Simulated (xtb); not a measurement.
# Run report: SnNH$_{3}$ClF, geometry relaxation (part 2 of 4)

The same run, continued: SnNH$_{3}$ClF, SMILES [NH2][SnH]([F])[Cl]; GFN2-xTB (xtb 6.7.1 later snapshot). The geometry comes from this level: PBE0-D4/def2-TZVP.

Geometry of the input (Å):
```
N  -0.6481  1.1125  0.2943
Sn 0.5074  -0.5008  0.0797
F  0.9696  -0.7354  -1.7689
Cl -0.8176  -2.3107  0.6125
H  -1.6063  0.9393  0.0170
H  -0.3135  1.9253  -0.2083
H  1.9698  -0.4982  0.9280
```

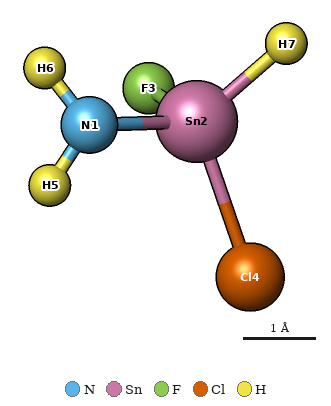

**Figure 1.** The input geometry (ball-and-stick view, seen at a tilt; atoms are numbered from 1 in the order of the input). Sticks mark near contacts.

## The program's output, continued
```
........................................................................
.............................. CYCLE    6 ..............................
........................................................................

 iter      E             dE          RMSdq      gap      omega  full diag
   1    -15.9184248 -0.159184E+02  0.201E-01    3.68       0.0  T
   2    -15.9184267 -0.188121E-05  0.113E-01    3.69       1.0  T
   3    -15.9184203  0.631478E-05  0.788E-02    3.68       1.0  T
   4    -15.9184198  0.510485E-06  0.422E-02    3.69       1.0  T
   5    -15.9184291 -0.922974E-05  0.942E-03    3.68       4.0  T
   6    -15.9184292 -0.127438E-06  0.636E-03    3.68       5.9  T
   7    -15.9184293 -0.718364E-07  0.181E-03    3.68      20.9  T
   8    -15.9184293 -0.563252E-08  0.804E-04    3.68      47.0  T
   9    -15.9184293 -0.101087E-08  0.403E-04    3.68      93.7  T
     SCC iter.                  ...        0 min,  0.001 sec
     gradient                   ...        0 min,  0.001 sec
 * total energy  :   -15.8721992 Eh     change       -0.1734931E-04 Eh
   gradient norm :     0.0020372 Eh/α   predicted    -0.9900533E-05 ( -42.93%)
   displ. norm   :     0.0356944 α      lambda       -0.1337277E-04
   maximum displ.:     0.0286653 α      in ANC's #3, #1, #4, ...

........................................................................
.............................. CYCLE    7 ..............................
........................................................................

 iter      E             dE          RMSdq      gap      omega  full diag
   1    -15.9185772 -0.159186E+02  0.555E-02    3.68       0.0  T
   2    -15.9185775 -0.233752E-06  0.308E-02    3.67       1.2  T
   3    -15.9185771  0.398364E-06  0.226E-02    3.68       1.7  T
   4    -15.9185769  0.205978E-06  0.135E-02    3.67       2.8  T
   5    -15.9185776 -0.773893E-06  0.177E-03    3.68      21.3  T
   6    -15.9185776 -0.139022E-08  0.840E-04    3.68      45.0  T
   7    -15.9185776 -0.586848E-09  0.298E-04    3.68     126.8  T
     SCC iter.                  ...        0 min,  0.001 sec
     gradient                   ...        0 min,  0.001 sec
 * total energy  :   -15.8722108 Eh     change       -0.1161059E-04 Eh
   gradient norm :     0.0014480 Eh/α   predicted    -0.6696280E-05 ( -42.33%)
   displ. norm   :     0.1580489 α      lambda       -0.3485496E-04
   maximum displ.:     0.1276583 α      in ANC's #3, #1, #4, ...

........................................................................
.............................. CYCLE    8 ..............................
........................................................................

 iter      E             dE          RMSdq      gap      omega  full diag
   1    -15.9185285 -0.159185E+02  0.147E-01    3.69       0.0  T
   2    -15.9185303 -0.182480E-05  0.114E-01    3.69       1.0  T
   3    -15.9185294  0.944692E-06  0.667E-02    3.69       1.0  T
   4    -15.9185168  0.125596E-04  0.629E-02    3.68       1.0  T
   5    -15.9185316 -0.147575E-04  0.868E-03    3.69       4.4  T
   6    -15.9185316 -0.428136E-07  0.298E-03    3.69      12.7  T
   7    -15.9185316 -0.100180E-07  0.234E-03    3.69      16.1  T
   8    -15.9185316 -0.104357E-07  0.867E-04    3.69      43.6  T
   9    -15.9185316 -0.972209E-09  0.324E-04    3.69     116.8  T
     SCC iter.                  ...        0 min,  0.001 sec
     gradient                   ...        0 min,  0.001 sec
 * total energy  :   -15.8722456 Eh     change       -0.3477116E-04 Eh
   gradient norm :     0.0021293 Eh/α   predicted    -0.1762348E-04 ( -49.32%)
   displ. norm   :     0.0748727 α      lambda       -0.2028654E-04
   maximum displ.:     0.0670741 α      in ANC's #3, #4, #5, ...

........................................................................
.............................. CYCLE    9 ..............................
........................................................................

 iter      E             dE          RMSdq      gap      omega  full diag
   1    -15.9186521 -0.159187E+02  0.101E-01    3.70       0.0  T
   2    -15.9186525 -0.327623E-06  0.757E-02    3.70       1.0  T
   3    -15.9186495  0.296068E-05  0.284E-02    3.71       1.3  T
   4    -15.9186495 -0.251806E-07  0.332E-02    3.70       1.1  T
   5    -15.9186529 -0.338541E-05  0.644E-03    3.70       5.9  T
   6    -15.9186530 -0.991021E-07  0.318E-03    3.70      11.9  T
   7    -15.9186530 -0.637738E-08  0.881E-04    3.71      42.9  T
   8    -15.9186530 -0.159396E-08  0.291E-04    3.71     130.0  T
     SCC iter.                  ...        0 min,  0.001 sec
     gradient                   ...        0 min,  0.001 sec
 * total energy  :   -15.8722607 Eh     change       -0.1519700E-04 Eh
   gradient norm :     0.0018055 Eh/α   predicted    -0.1019969E-04 ( -32.88%)
   displ. norm   :     0.1498841 α      lambda       -0.2134772E-04
   maximum displ.:     0.1247960 α      in ANC's #3, #4, #5, ...

........................................................................
.............................. CYCLE   10 ..............................
........................................................................

 iter      E             dE          RMSdq      gap      omega  full diag
   1    -15.9185685 -0.159186E+02  0.203E-01    3.71       0.0  T
   2    -15.9185700 -0.153890E-05  0.154E-01    3.71       1.0  T
   3    -15.9185647  0.533425E-05  0.317E-02    3.71       1.2  T
   4    -15.9185630  0.164967E-05  0.474E-02    3.71       1.0  T
   5    -15.9185706 -0.753588E-05  0.100E-02    3.71       3.8  T
   6    -15.9185707 -0.171878E-06  0.475E-03    3.71       8.0  T
   7    -15.9185707 -0.169102E-07  0.211E-03    3.71      17.9  T
   8    -15.9185708 -0.727551E-08  0.116E-03    3.71      32.5  T
   9    -15.9185708 -0.232549E-08  0.449E-04    3.71      84.2  T
  10    -15.9185708 -0.346473E-09  0.142E-04    3.71     265.7  T
     SCC iter.                  ...        0 min,  0.001 sec
     gradient                   ...        0 min,  0.001 sec
 * total energy  :   -15.8722770 Eh     change       -0.1620401E-04 Eh
   gradient norm :     0.0023687 Eh/α   predicted    -0.1078066E-04 ( -33.47%)
   displ. norm   :     0.0192268 α      lambda       -0.1769342E-04
   maximum displ.:     0.0089969 α      in ANC's #1, #2, #12, ...

........................................................................
.............................. CYCLE   11 ..............................
........................................................................

 iter      E             dE          RMSdq      gap      omega  full diag
   1    -15.9195867 -0.159196E+02  0.672E-02    3.72       0.0  T
   2    -15.9195868 -0.129818E-06  0.444E-02    3.71       1.0  T
   3    -15.9195854  0.147290E-05  0.301E-02    3.72       1.3  T
   4    -15.9195871 -0.174552E-05  0.110E-02    3.71       3.5  T
   5    -15.9195875 -0.426833E-06  0.448E-03    3.71       8.4  T
   6    -15.9195875  0.190243E-08  0.186E-03    3.71      20.3  T
   7    -15.9195875 -0.343952E-08  0.277E-04    3.71     136.2  T
   8    -15.9195875 -0.102130E-09  0.110E-04    3.71     344.8  T
     SCC iter.                  ...        0 min,  0.001 sec
     gradient                   ...        0 min,  0.001 sec
 * total energy  :   -15.8722777 Eh     change       -0.6982254E-06 Eh
   gradient norm :     0.0023549 Eh/α   predicted    -0.8849121E-05 (1167.37%)
   displ. norm   :     0.0454418 α      lambda       -0.1560515E-04
   maximum displ.:     0.0367645 α      in ANC's #3, #4, #1, ...

........................................................................
.............................. CYCLE   12 ..............................
........................................................................

 iter      E             dE          RMSdq      gap      omega  full diag
   1    -15.9189984 -0.159190E+02  0.873E-02    3.70       0.0  T
   2    -15.9189985 -0.629003E-07  0.538E-02    3.70       1.0  T
   3    -15.9189972  0.124508E-05  0.207E-02    3.70       1.8  T
   4    -15.9189986 -0.133648E-05  0.508E-03    3.70       7.4  T
   5    -15.9189985  0.416722E-07  0.545E-03    3.70       6.9  T
   6    -15.9189986 -0.369370E-07  0.219E-03    3.70      17.2  T
   7    -15.9189986 -0.158618E-07  0.694E-04    3.70      54.5  T
   8    -15.9189986 -0.941602E-09  0.278E-04    3.70     135.9  T
     SCC iter.                  ...        0 min,  0.001 sec
     gradient                   ...        0 min,  0.001 sec
 * total energy  :   -15.8722863 Eh     change       -0.8611642E-05 Eh
   gradient norm :     0.0007927 Eh/α   predicted    -0.7819102E-05 (  -9.20%)
   displ. norm   :     0.0413635 α      lambda       -0.2992382E-05
   maximum displ.:     0.0315259 α      in ANC's #3, #4, #1, ...

........................................................................
.............................. CYCLE   13 ..............................
........................................................................

 iter      E             dE          RMSdq      gap      omega  full diag
   1    -15.9188260 -0.159188E+02  0.948E-02    3.70       0.0  T
   2    -15.9188261 -0.127698E-06  0.585E-02    3.70       1.0  T
   3    -15.9188249  0.124999E-05  0.255E-02    3.69       1.5  T
   4    -15.9188261 -0.119738E-05  0.496E-03    3.70       7.6  T
   5    -15.9188262 -0.134023E-06  0.539E-03    3.70       7.0  T
   6    -15.9188262 -0.389757E-07  0.258E-03    3.70      14.7  T
   7    -15.9188262 -0.154011E-07  0.853E-04    3.70      44.3  T
   8    -15.9188263 -0.162961E-08  0.331E-04    3.70     114.1  T
     SCC iter.                  ...        0 min,  0.001 sec
     gradient                   ...        0 min,  0.001 sec
 * total energy  :   -15.8722877 Eh     change       -0.1438134E-05 Eh
   gradient norm :     0.0012608 Eh/α   predicted    -0.1499153E-05 (   4.24%)
   displ. norm   :     0.0171979 α      lambda       -0.1794750E-05
   maximum displ.:     0.0135753 α      in ANC's #3, #4, #6, ...

........................................................................
.............................. CYCLE   14 ..............................
........................................................................

 iter      E             dE          RMSdq      gap      omega  full diag
   1    -15.9189784 -0.159190E+02  0.278E-02    3.69       0.0  T
   2    -15.9189785 -0.178971E-07  0.181E-02    3.69       2.1  T
   3    -15.9189784  0.837895E-07  0.545E-03    3.69       6.9  T
   4    -15.9189785 -0.859332E-07  0.212E-03    3.69      17.9  T
   5    -15.9189785 -0.655170E-08  0.123E-03    3.69      30.6  T
   6    -15.9189785 -0.324052E-09  0.395E-04    3.69      95.6  T
   7    -15.9189785 -0.195005E-09  0.193E-04    3.69     196.1  T
     SCC iter.                  ...        0 min,  0.001 sec
     gradient                   ...        0 min,  0.001 sec
 * total energy  :   -15.8722893 Eh     change       -0.1644273E-05 Eh
   gradient norm :     0.0004032 Eh/α   predicted    -0.8983968E-06 ( -45.36%)
   displ. norm   :     0.0200516 α      lambda       -0.6023405E-06
   maximum displ.:     0.0171189 α      in ANC's #3, #1, #4, ...

........................................................................
.............................. CYCLE   15 ..............................
........................................................................

 iter      E             dE          RMSdq      gap      omega  full diag
   1    -15.9190581 -0.159191E+02  0.217E-02    3.69       0.0  T
   2    -15.9190581 -0.139391E-07  0.163E-02    3.69       2.3  T
   3    -15.9190580  0.140447E-06  0.692E-03    3.69       5.5  T
   4    -15.9190580 -0.213248E-07  0.703E-03    3.69       5.4  T
   5    -15.9190581 -0.151106E-06  0.135E-03    3.69      28.1  T
   6    -15.9190581 -0.211629E-08  0.439E-04    3.69      86.0  T
   7    -15.9190581 -0.197495E-09  0.218E-04    3.69     173.1  T
     SCC iter.                  ...        0 min,  0.001 sec
     gradient                   ...        0 min,  0.001 sec
 * total energy  :   -15.8722899 Eh     change       -0.5806260E-06 Eh
   gradient norm :     0.0000993 Eh/α   predicted    -0.3017236E-06 ( -48.03%)
   displ. norm   :     0.0320436 α      lambda       -0.3411868E-06
   maximum displ.:     0.0261733 α      in ANC's #3, #4, #1, ...

........................................................................
.............................. CYCLE   16 ..............................
........................................................................

 iter      E             dE          RMSdq      gap      omega  full diag
   1    -15.9189832 -0.159190E+02  0.306E-02    3.69       0.0  T
   2    -15.9189832 -0.554678E-07  0.230E-02    3.69       1.6  T
   3    -15.9189832 -0.274231E-08  0.690E-03    3.69       5.5  T
   4    -15.9189832  0.201442E-07  0.365E-03    3.69      10.4  T
   5    -15.9189832 -0.259093E-07  0.136E-03    3.69      27.8  T
   6    -15.9189833 -0.576578E-08  0.110E-03    3.69      34.4  T
   7    -15.9189833 -0.108863E-08  0.404E-04    3.69      93.6  T
   8    -15.9189833 -0.308972E-09  0.184E-04    3.69     205.1  T
     SCC iter.                  ...        0 min,  0.001 sec
     gradient                   ...        0 min,  0.001 sec
 * total energy  :   -15.8722900 Eh     change       -0.8794391E-07 Eh
   gradient norm :     0.0003868 Eh/α   predicted    -0.1695542E-06 (  92.80%)
   displ. norm   :     0.0080588 α      lambda       -0.2304851E-06
   maximum displ.:     0.0070974 α      in ANC's #3, #4, #5, ...

........................................................................
.............................. CYCLE   17 ..............................
........................................................................

 iter      E             dE          RMSdq      gap      omega  full diag
   1    -15.9190884 -0.159191E+02  0.172E-02    3.69       0.0  T
   2    -15.9190884 -0.654967E-08  0.103E-02    3.69       3.7  T
   3    -15.9190884  0.940620E-08  0.421E-03    3.69       9.0  T
   4    -15.9190884 -0.785310E-08  0.854E-04    3.69      44.3  T
   5    -15.9190884 -0.856653E-09  0.110E-03    3.69      34.3  T
   6    -15.9190884 -0.302448E-08  0.207E-04    3.69     182.5  T
     SCC iter.                  ...        0 min,  0.001 sec
     gradient                   ...        0 min,  0.001 sec
 * total energy  :   -15.8722901 Eh     change       -0.9391709E-07 Eh
   gradient norm :     0.0001549 Eh/α   predicted    -0.1160401E-06 (  23.56%)
   displ. norm   :     0.0020674 α      lambda       -0.5944389E-07
   maximum displ.:     0.0012182 α      in ANC's #2, #4, #1, ...

   *** GEOMETRY OPTIMIZATION CONVERGED AFTER 17 ITERATIONS ***

------------------------------------------------------------------------
 total energy gain   :        -0.0016895 Eh       -1.0602 kcal/mol
 total RMSD          :         0.3091520 a0        0.1636 Å
 total power (kW/mol):        -0.2609238 (step) -113.5421 (real)
------------------------------------------------------------------------

 ANCopt (total)                0 d,  0 h,  0 min,  0.039 sec
 optimizer setup                ...        0 min,  0.000 sec (  0.147%)
 model hessian                  ...        0 min,  0.000 sec (  0.369%)
 ANC generation                 ...        0 min,  0.000 sec (  0.145%)
 coordinate transformation      ...        0 min,  0.000 sec (  0.139%)
 single point calculation       ...        0 min,  0.037 sec ( 95.858%)
 optimization log               ...        0 min,  0.000 sec (  1.231%)
 hessian update                 ...        0 min,  0.000 sec (  0.105%)
 rational function              ...        0 min,  0.000 sec (  1.262%)

================
 final structure:
================
```
